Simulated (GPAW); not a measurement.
## C/Rh(110): work function by functional and basis

Wanted: work functions and dipole of C/Rh(110), with the cost of each level.

Main program and level: GPAW 26.7.0; GPAW, PAW setups; slab in vacuum, relaxation, in the first sound run; inputs show where later runs differ.

## 1. The structure

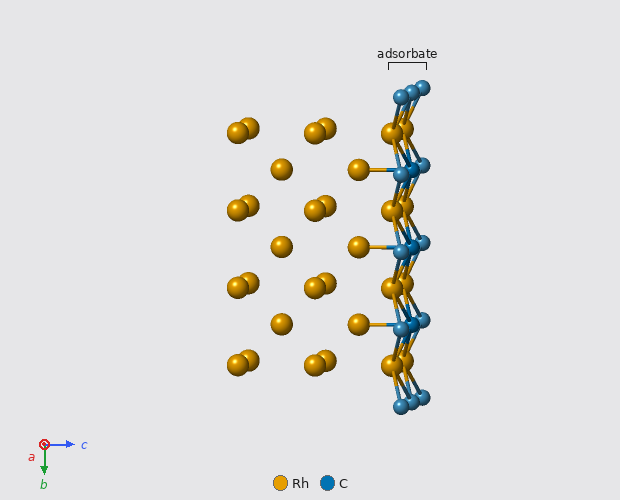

The starting structure, seen from the side, with the c axis across the page (rhodium orange, carbon blue). 1×3×1 cells are drawn. Some periodic images of atoms are drawn too.

The cell holds 6 atoms: 5 Rh and 1 C. Its edges and angles: a = 3.800 Å, b = 2.687 Å, c = 21.874 Å, α = 90.0°, β = 90.0°, γ = 90.0°. Vacuum lies along c.

## 2. Relaxing the atoms

Forces are removed first; all later runs use this geometry. The lowest 2 atoms are held at bulk positions and keep their forces.

Contents of run.py:

```python
import json
import numpy as np
from ase import Atoms
from ase.constraints import FixAtoms
from ase.optimize import BFGS
from gpaw import GPAW, PW

slab = Atoms(
    ['Rh', 'Rh', 'Rh', 'Rh', 'Rh', 'C'],
    positions=[
        [0.00000, 0.00000, 8.00000],
        [1.90000, 1.34350, 9.34350],
        [0.00000, 0.00000, 10.68701],
        [1.90000, 1.34350, 12.03051],
        [0.00000, 0.00000, 13.37401],
        [1.90000, 1.34350, 13.87401]],
    cell=[[3.8, 0.0, 0.0], [0.0, 2.68701, 0.0], [0.0, 0.0, 21.87401]],
    pbc=[True, True, False])

slab.calc = GPAW(mode=PW(500), xc='PBE', kpts={'size': (8, 12, 1), 'gamma': True},
                 occupations={'name': 'fermi-dirac', 'width': 0.1}, nbands='160%',
                 convergence={'density': 1e-05}, maxiter=200,
                 poissonsolver={'dipolelayer': 'xy'},
                 symmetry={'tolerance': 1e-3, 'extra_ids': [1, 1, 0, 0, 0, 0]}, txt='slab.txt')
result = {}
slab.set_constraint(FixAtoms([0, 1]))
path = []
opt = BFGS(slab, maxstep=0.2)
opt.attach(lambda: path.append((slab.get_potential_energy(), slab.positions.tolist(), slab.get_forces().tolist())))
result['relaxed'] = bool(opt.run(fmax=0.03, steps=40))
result['path'] = path
energy = slab.get_potential_energy()
fermi = slab.calc.get_fermi_level()
v = slab.calc.get_electrostatic_potential().mean((0, 1)) - fermi
n = slab.calc.get_pseudo_density().mean((0, 1))
L = slab.cell[2, 2]
z = np.arange(len(v)) * L / len(v)
low, high = slab.positions[:, 2].min(), slab.positions[:, 2].max()
below, above = np.interp([low - 5.8, high + 5.8], z, v)
slopes = [np.interp(x, z, np.gradient(v, z)) for x in (low - 5.8, high + 5.8)]
eps = np.array([[slab.calc.get_eigenvalues(k, s) for k in range(len(slab.calc.get_ibz_k_points()))]
                for s in range(slab.calc.get_number_of_spins())]) - fermi
top, bottom = eps[eps < 0].max(), eps[eps > 0].min()
dipole = slab.get_dipole_moment()[2]
print(f'energy {energy:.4f} eV, Fermi level {fermi:.4f} eV, dipole {dipole:.5f} e A')
print(f'potential 5.8 A off the faces, from the Fermi level: lower {below:.4f} eV, upper {above:.4f} eV')
print(f'slope of the potential there: lower {slopes[0]:.5f}, upper {slopes[1]:.5f} eV/A')
print(f'nearest levels on the mesh: {top:.4f} and {bottom:.4f} eV')
print('magnetic moment', round(slab.get_magnetic_moment(), 3))
result.update(energy=energy, fermi=fermi, dipole=dipole, below=below, above=above, slopes=slopes, edges=[top, bottom],
              z=z.tolist(), v=v.tolist(), n=n.tolist(), positions=slab.positions.tolist(),
              forces=slab.get_forces(apply_constraint=False).tolist(), moments=slab.get_magnetic_moments().tolist())
json.dump(result, open('result.json', 'w'))
```

The run is started by

```console
OMP_NUM_THREADS=1 OPENBLAS_NUM_THREADS=1 python run.py
```

What it wrote:

```text
Step          Energy          fmax
BFGS:    0      -41.158486        1.900264
BFGS:    1      -41.224768        1.689826
BFGS:    2      -41.449344        0.628650
BFGS:    3      -41.467510        0.595275
BFGS:    4      -41.480669        0.591916
BFGS:    5      -41.502163        0.483035
BFGS:    6      -41.517951        0.529869
BFGS:    7      -41.529563        0.429502
BFGS:    8      -41.536989        0.303047
BFGS:    9      -41.543817        0.310769
BFGS:   10      -41.549204        0.203605
BFGS:   11      -41.551500        0.064950
BFGS:   12      -41.551842        0.016406
energy -41.4062 eV, Fermi level 0.6803 eV, dipole -0.05533 e A
potential 5.8 A off the faces, from the Fermi level: lower 4.4058 eV, upper 5.3874 eV
slope of the potential there: lower -0.00033, upper 0.00024 eV/A
nearest levels on the mesh: -0.0042 and 0.0049 eV
magnetic moment 0.0
```

Wall time 83 min (1 thread of Arm Neoverse V1, shared host); peak memory 0.45 GiB.

Step by step:

```csv
step,energy less that of the first step (eV),largest force (eV/Å)
1,0.0000,1.9003
2,-0.0672,1.6898
3,-0.2995,0.6286
4,-0.3189,0.5953
5,-0.3316,0.5919
6,-0.3507,0.4830
7,-0.3635,0.5299
8,-0.3726,0.4295
9,-0.3785,0.3030
10,-0.3844,0.3108
11,-0.3897,0.2036
12,-0.3926,0.0650
13,-0.3933,0.0164
```

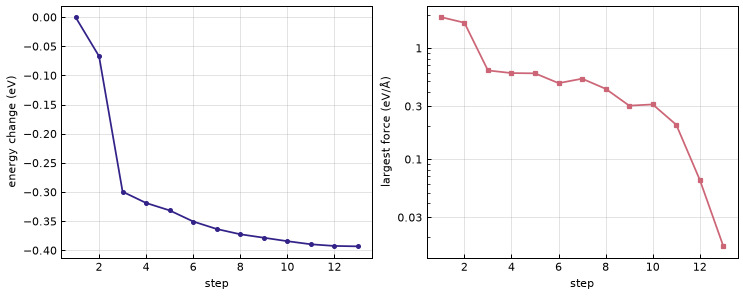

Energy and largest force along the relaxation.

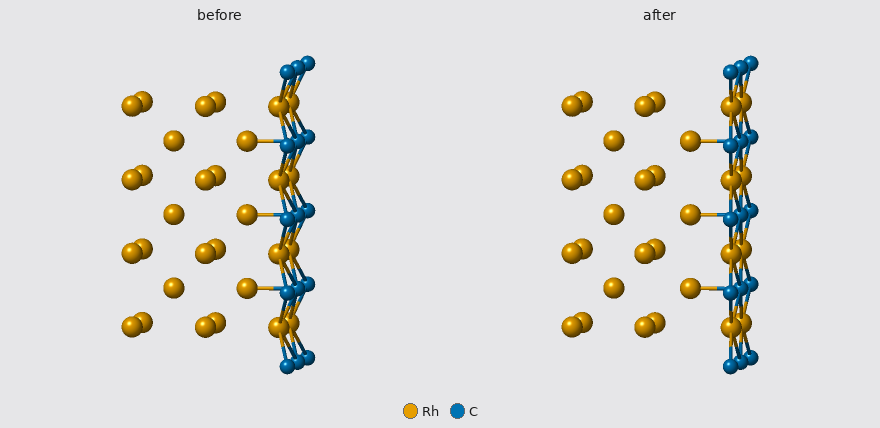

The structure before and after the relaxation, drawn at the same scale.

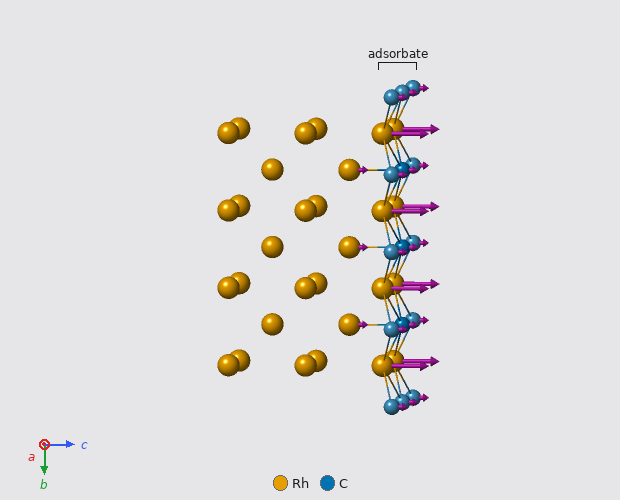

Displacements in the relaxation, exaggerated; the longest in the cell stands for 0.46 Å. 1×3×1 cells are drawn. Some periodic images of atoms are drawn too.

The atoms that moved most (Å):

```
atom     dx     dy      dz  length
 Rh5  0.000  0.000   0.457   0.457
 Rh4  0.000  0.000   0.121   0.121
  C6  0.000  0.000   0.116   0.116
 Rh3  0.000  0.000  -0.023   0.023
```

Final coordinates:

```
Rh C
1.0
     3.80000    0.00000    0.00000
     0.00000    2.68701    0.00000
     0.00000    0.00000   21.87401
Rh C
5 1
Direct
  0.00000 0.00000 0.36573
  0.50000 0.50000 0.42715
  0.00000 0.00000 0.48753
  0.50000 0.50000 0.55553
  0.00000 0.00000 0.63230
  0.50000 0.50000 0.63959
```

This step gave:

```yaml
dipole_along_the_normal: -0.05533 e·Å
levels_nearest_the_fermi_level_on_the_mesh: -0.004248, 0.004909 eV from the Fermi level
upper_work_function: 5.387 eV
lower_work_function: 4.406 eV
```

The electrostatic potential energy of an electron (without an applied field's), less the Fermi level, planar mean oscillates, so the rows of the table below give means over windows of 1.37 Å about each position, cut where the curve ends. Its maxima inside the range that stand out by 2 % of the span (Å: eV): 8.7: -7.76, 10.0: -8.53, 11.4: -5.96, 12.9: -3.54. Its minima: 8.0: -14.5, 9.4: -15.5, 10.7: -15.3, 12.1: -14.6, 13.9: -24.3.

The electrostatic potential energy of an electron (without an applied field's), less the Fermi level, planar mean by z; means over each step:

```csv
z (Å),"electrostatic potential energy of an electron (without an applied field's), less the Fermi level, planar mean (eV)"
0.69,4.47
2.06,4.41
3.43,4.41
4.79,4.39
6.17,3.93
7.54,-6.37
8.91,-11.6
10.28,-11.9
11.65,-10.0
13.02,-8.67
14.39,-10.2
15.76,4.92
17.12,5.38
18.50,5.39
19.86,5.39
21.23,5.34
```

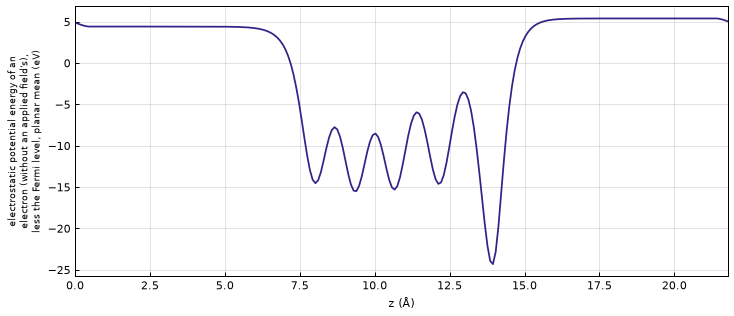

Electrostatic potential energy of an electron (without an applied field's), less the Fermi level, planar mean against z.

The pseudo valence density, planar mean oscillates, so the rows of the table below give means over windows of 2 Å about each position, cut where the curve ends. Its maxima inside the range that stand out by 2 % of the span (Å: e/Å³): 8.0: 1.64, 9.3: 1.66, 10.6: 1.61, 12.2: 1.62, 13.9: 1.87. Its minima: 8.7: 0.638, 10.0: 0.636, 11.5: 0.504, 12.9: 0.435.

The pseudo valence density, planar mean by z; means over each step:

```csv
z (Å),"pseudo valence density, planar mean (e/Å³)"
4,1.1e-4
6,0.0210
8,0.846
10,1.20
12,0.883
14,0.903
16,0.0204
18,5.9e-5
```

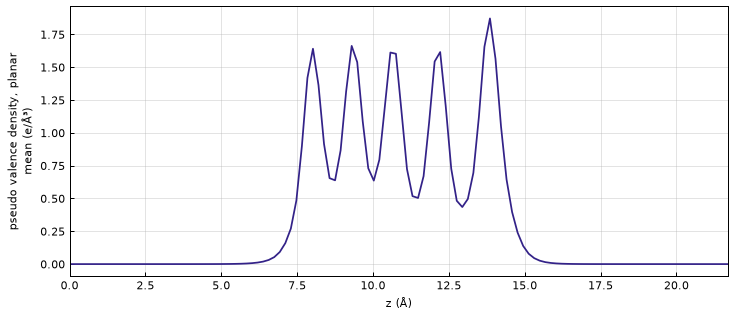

Pseudo valence density, planar mean, plotted against z.

The relaxation lowered the energy of the cell by 0.393 eV (energies extrapolated to zero smearing; the optimiser's log prints free energies). The largest force left on a free atom is 0.016 eV/Å.

## 3. The slab's potential

The work function is the vacuum plateau of the electrostatic potential less the Fermi level; a dipole layer lets the two faces have plateaus of their own.

This step: GPAW, PAW setups; slab in vacuum (GPAW 26.7.0).

Changes to run.py since step 2:

```diff
@@ -3,4 +3,2 @@
 from ase import Atoms
-from ase.constraints import FixAtoms
-from ase.optimize import BFGS
 from gpaw import GPAW, PW
@@ -12,6 +10,6 @@
         [1.90000, 1.34350, 9.34350],
-        [0.00000, 0.00000, 10.68701],
-        [1.90000, 1.34350, 12.03051],
-        [0.00000, 0.00000, 13.37401],
-        [1.90000, 1.34350, 13.87401]],
+        [0.00000, 0.00000, 10.66428],
+        [1.90000, 1.34350, 12.15166],
+        [0.00000, 0.00000, 13.83088],
+        [1.90000, 1.34350, 13.99037]],
     cell=[[3.8, 0.0, 0.0], [0.0, 2.68701, 0.0], [0.0, 0.0, 21.87401]],
@@ -23,10 +21,4 @@
                  poissonsolver={'dipolelayer': 'xy'},
-                 symmetry={'tolerance': 1e-3, 'extra_ids': [1, 1, 0, 0, 0, 0]}, txt='slab.txt')
+                 symmetry={'tolerance': 1e-3}, txt='slab.txt')
 result = {}
-slab.set_constraint(FixAtoms([0, 1]))
-path = []
-opt = BFGS(slab, maxstep=0.2)
-opt.attach(lambda: path.append((slab.get_potential_energy(), slab.positions.tolist(), slab.get_forces().tolist())))
-result['relaxed'] = bool(opt.run(fmax=0.03, steps=40))
-result['path'] = path
 energy = slab.get_potential_energy()
```

What it wrote:

```text
energy -41.4062 eV, Fermi level 0.6803 eV, dipole -0.05536 e A
potential 5.8 A off the faces, from the Fermi level: lower 4.4058 eV, upper 5.3874 eV
slope of the potential there: lower -0.00032, upper 0.00023 eV/A
nearest levels on the mesh: -0.0042 and 0.0049 eV
magnetic moment 0.0
```

Wall time 7.5 min (1 thread); peak memory 0.44 GiB.

Numbers from this step:

```yaml
dipole_along_the_normal: -0.05536 e·Å
levels_nearest_the_fermi_level_on_the_mesh: -0.004243, 0.004916 eV from the Fermi level
```

The electrostatic potential energy of an electron (without an applied field's), less the Fermi level, planar mean oscillates, so the rows of the table below give means over windows of 1.37 Å about each position, cut where the curve ends. Its maxima inside the range that stand out by 2 % of the span (Å: eV): 8.7: -7.76, 10.0: -8.53, 11.4: -5.96, 12.9: -3.54. Its minima: 8.0: -14.5, 9.4: -15.5, 10.7: -15.3, 12.1: -14.6, 13.9: -24.3.

The electrostatic potential energy of an electron (without an applied field's), less the Fermi level, planar mean by z; means over each step:

(Unchanged from step 2.)

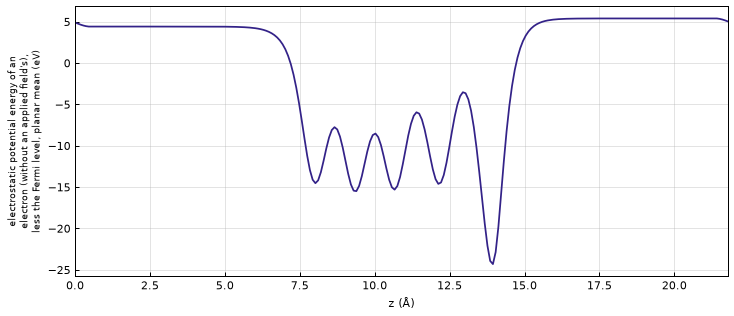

Electrostatic potential energy of an electron (without an applied field's), less the Fermi level, planar mean, plotted against z.

The pseudo valence density, planar mean oscillates, so the rows of the table below give means over windows of 1 Å about each position, cut where the curve ends. Its maxima inside the range that stand out by 2 % of the span (Å: e/Å³): 8.0: 1.64, 9.3: 1.66, 10.6: 1.61, 12.2: 1.62, 13.9: 1.87. Its minima: 8.7: 0.638, 10.0: 0.636, 11.5: 0.504, 12.9: 0.435.

The pseudo valence density, planar mean by z; means over each step:

| z (Å) | pseudo valence density, planar mean (e/Å³) |
| --- | --- |
| 4 | 5.9e-5 |
| 5 | 7.2e-4 |
| 6 | 0.00965 |
| 7 | 0.172 |
| 8 | 1.17 |
| 9 | 1.10 |
| 10 | 0.968 |
| 11 | 1.04 |
| 12 | 1.14 |
| 13 | 0.643 |
| 14 | 1.32 |
| 15 | 0.173 |
| 16 | 0.00835 |
| 17 | 4.7e-4 |
| 18 | 2.7e-5 |

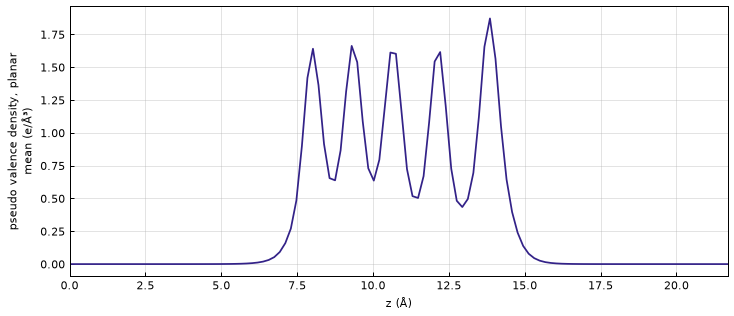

Pseudo valence density, planar mean against z.

Force by atom:

```
atom  x (eV/Å)  y (eV/Å)  z (eV/Å)   size
 Rh1     0.000     0.000     0.748  0.748
 Rh2     0.000     0.000    -0.734  0.734
 Rh3     0.000     0.000    -0.006  0.006
 Rh4     0.000     0.000     0.001  0.001
 Rh5     0.000     0.000     0.008  0.008
  C6     0.000     0.000    -0.016  0.016
```

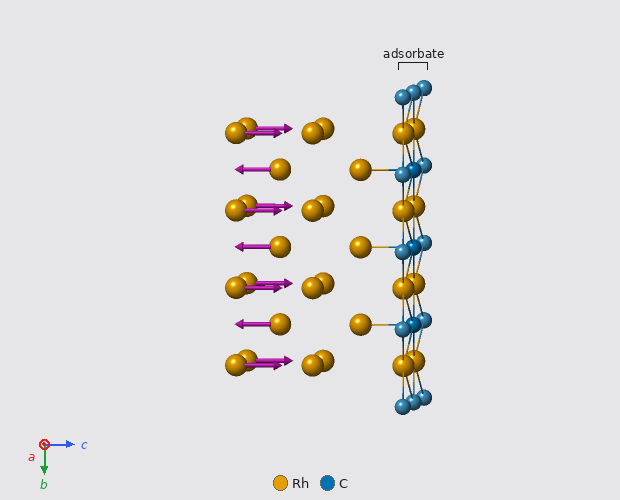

Force as arrows, the longest 0.748 eV/Å. 1×3×1 cells are drawn. Some periodic images of atoms are drawn too.

The potential is flat to 3.2e-4 eV/Å where it is read, so the vacuum is wide enough.

## 4. Self-consistent run: xc = "LDA"

The same geometry under LDA, to see how far the functional moves the levels against the vacuum.

Changes to run.py since step 3:

```diff
@@ -17,3 +17,3 @@
 
-slab.calc = GPAW(mode=PW(500), xc='PBE', kpts={'size': (8, 12, 1), 'gamma': True},
+slab.calc = GPAW(mode=PW(500), xc='LDA', kpts={'size': (8, 12, 1), 'gamma': True},
                  occupations={'name': 'fermi-dirac', 'width': 0.1}, nbands='160%',
```

What it wrote:

```text
energy -48.5092 eV, Fermi level 0.3344 eV, dipole -0.05481 e A
potential 5.8 A off the faces, from the Fermi level: lower 4.7898 eV, upper 5.7615 eV
slope of the potential there: lower -0.00031, upper 0.00022 eV/A
nearest levels on the mesh: -0.0067 and 0.0085 eV
magnetic moment 0.0
```

Run time: 8 min. Hardware: 1 thread; peak memory 0.45 GiB.

This step gave:

* dipole along the normal: -0.05481 e·Å
* levels nearest the Fermi level on the mesh: -0.006709, 0.008499 eV from the Fermi level
* upper work function: 5.762 eV
* lower work function: 4.790 eV

The electrostatic potential energy of an electron (without an applied field's), less the Fermi level, planar mean oscillates, so the rows of the table below give means over windows of 1.37 Å about each position, cut where the curve ends. Its maxima inside the range that stand out by 2 % of the span (Å: eV): 8.7: -7.44, 10.0: -8.21, 11.4: -5.62, 12.9: -3.20. Its minima: 8.0: -14.3, 9.4: -15.2, 10.7: -15.0, 12.1: -14.4, 13.9: -24.1.

Table of electrostatic potential energy of an electron (without an applied field's), less the Fermi level, planar mean by z; means over each step:

```csv
z (Å),"electrostatic potential energy of an electron (without an applied field's), less the Fermi level, planar mean (eV)"
0.69,4.86
2.06,4.79
3.43,4.79
4.79,4.78
6.17,4.32
7.54,-6.06
8.91,-11.3
10.28,-11.6
11.65,-9.71
13.02,-8.37
14.39,-9.94
15.76,5.29
17.12,5.75
18.50,5.76
19.86,5.76
21.23,5.72
```

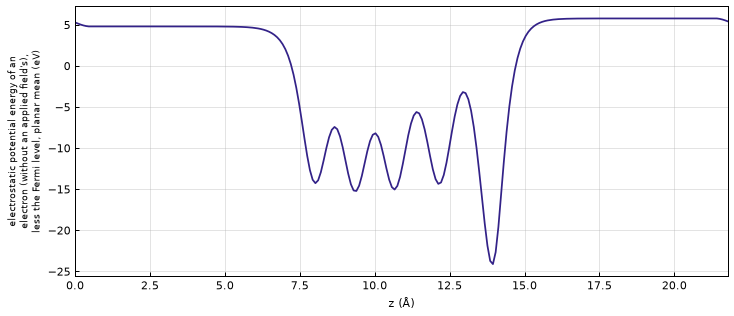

Electrostatic potential energy of an electron (without an applied field's), less the Fermi level, planar mean against z.

The pseudo valence density, planar mean oscillates, so the rows of the table below give means over windows of 1 Å about each position, cut where the curve ends. Its maxima inside the range that stand out by 2 % of the span (Å: e/Å³): 8.0: 1.64, 9.3: 1.66, 10.6: 1.61, 12.2: 1.61, 13.9: 1.87. Its minima: 8.7: 0.642, 10.0: 0.639, 11.5: 0.507, 12.9: 0.438.

The pseudo valence density, planar mean by z; means over each step:

```
z (Å)  pseudo valence density, planar mean (e/Å³)
    4                                      5.1e-5
    5                                      6.9e-4
    6                                     0.00979
    7                                       0.172
    8                                        1.17
    9                                        1.10
   10                                       0.969
   11                                        1.03
   12                                        1.14
   13                                       0.645
   14                                        1.31
   15                                       0.174
   16                                     0.00860
   17                                      4.6e-4
   18                                      2.4e-5
```

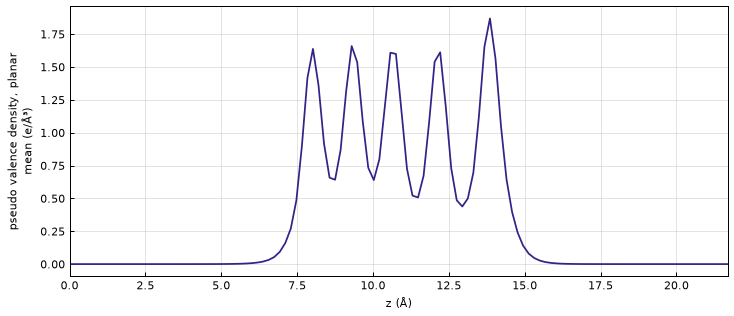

Pseudo valence density, planar mean against z.

Force by atom:

```
atom  x (eV/Å)  y (eV/Å)  z (eV/Å)  size
 Rh1      0.00      0.00      1.69  1.69
 Rh2      0.00      0.00     -0.58  0.58
 Rh3      0.00      0.00     -0.24  0.24
 Rh4      0.00      0.00      0.39  0.39
 Rh5      0.00      0.00     -0.42  0.42
  C6      0.00      0.00     -0.83  0.83
```

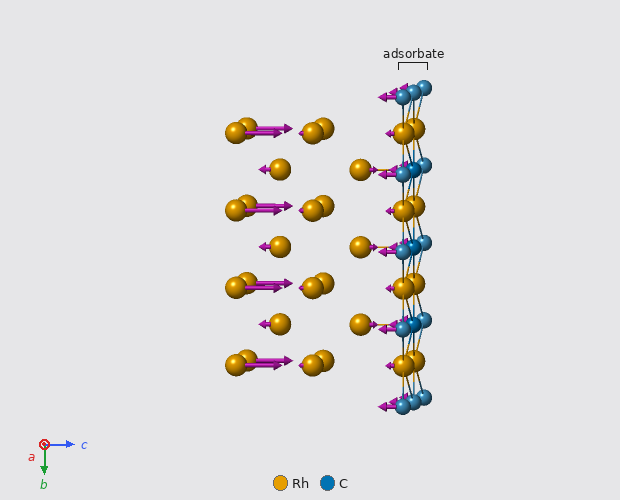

Force as arrows, the longest 1.69 eV/Å. 1×3×1 cells are drawn. Some periodic images of atoms are drawn too.

The upper face's work function is 5.762 eV, against 5.387 eV in the first plane-wave PBE run at this geometry.

(Continued in part 2 of 2.)

[Logs are printed without paths, hosts, clocks, repeated set-up lines and the standing remarks that a program may print on its own settings, such as how far it seeks lower states.]

[Hosts, paths, dates, database ids (printed as entryN), source tags and the programs' standing remarks are cut or masked in the printed files.]
